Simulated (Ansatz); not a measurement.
The starting structures come from a database of crystals and need not be the phases stable at ambient conditions.

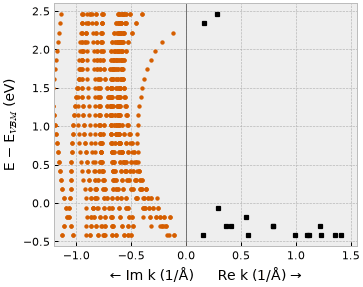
Fig. 1. Complex bands at the centre of the two-dimensional zone; PBEsol (Ansatz, a program for electronic structure)

No gap correction and no spin-orbit coupling; mid-gap values are interpolated between computed energies.

Question: This is CaCrO4 (I4_1/amd, not sure to be the ambient phase, 12 atoms a cell, 13.7 Å³ an atom, -2 GPa at this level) along the normal of (111). Read off the slowest decay at the centre of the two-dimensional zone at 1.14 eV, the computed energy nearest the middle of the gap.

Answer: κ ≈ 0.44 1/Å, a decay length 1/(2κ) of the density of 1.1 Å.
